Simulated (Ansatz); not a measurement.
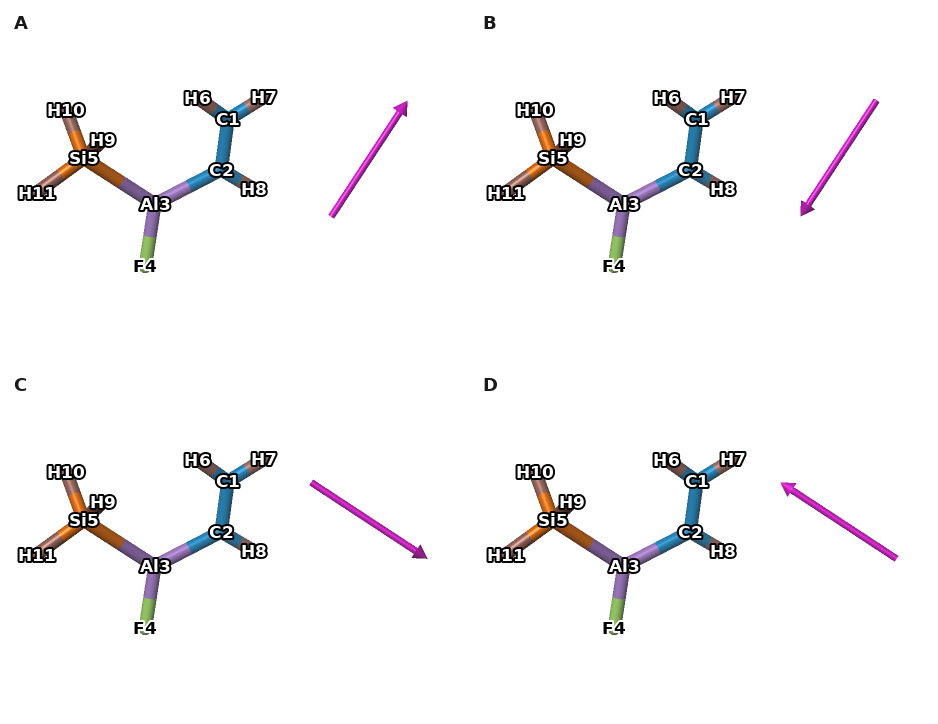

The same molecule four times, each with an arrow. The computed structure is the end point of a PBE0-D4/def2-TZVP optimisation. No frequency run is at hand to confirm it as a minimum. Properties computed with RKS PBE0-D4/def2-TZVP (Ansatz 0.2.0).

### Which arrow points along the dipole moment, from the negative to the positive end?

A. The dipole moment is 1.90 D; it points from the side of F4 to the side of H7 (the outermost atoms at the two ends).
